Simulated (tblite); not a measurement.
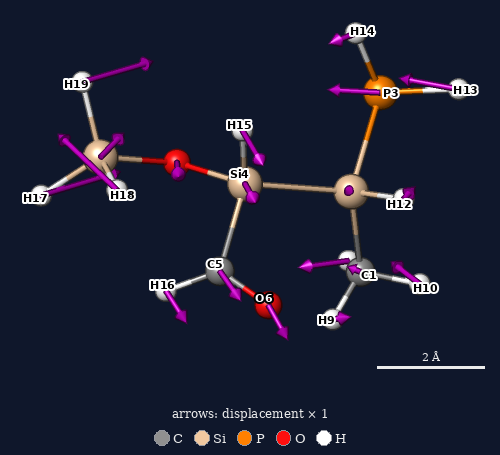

A relaxation of C$_{2}$H$_{11}$O$_{2}$PSi$_{3}$. The starting structure is drawn; purple arrows show the displacements, at their true length. The two geometries are superimposed by the best rigid fit.

Style: ball-and-stick. Shown at a tilt.

Computed with GFN2-xTB geometry optimisation, gas phase in tblite 0.8.0. 

### Atoms of which element are displaced furthest, and by how much?

Hydrogen: up to 2.03 Å, against 1.34 Å for oxygen.

### Describe the change and its energy.

Over 159 geometry steps the energy falls by 1.640 eV. The atom that moves furthest after the best rigid fit is an H atom (2.03 Å). Largest moves by element: H 2.03 Å, O 1.34 Å, P 1.01 Å, Si 0.91 Å, C 0.85 Å. Some distances before and after: Si–Si 2.757 → 3.180 Å, O–Si 1.736 → 1.628 Å, Si–Si 2.220 → 2.325 Å, H–P 1.473 → 1.383 Å. Bond angles that change, for instance: Si–O–Si 106.2° → 155.9°, Si–P–H 106.6° → 94.2°, H–P–H 104.6° → 92.2°. Groups turn about O–Si by about 155°, O–Si by about 145°, C–Si by about 20°.
